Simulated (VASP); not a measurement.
Band structure of Al (fcc). Level of theory: r2SCAN meta-GGA, VASP's PBE PAW potentials (set 64) (plane waves; VASP).

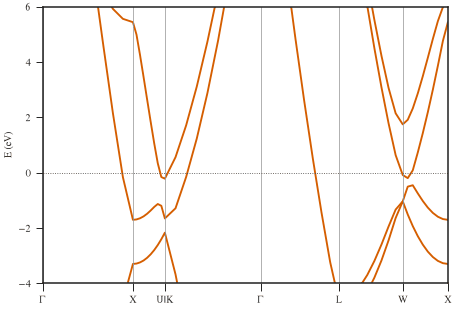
Figure. Bands along high-symmetry lines, zero at the valence-band maximum or, without a gap, the Fermi level

**Question.** Read the plot: is there a gap, and where are the band edges?

**Answer.** It has no gap at this level: it comes out as a metal or semimetal.

The compound is Al in the fcc structure. It was relaxed first.
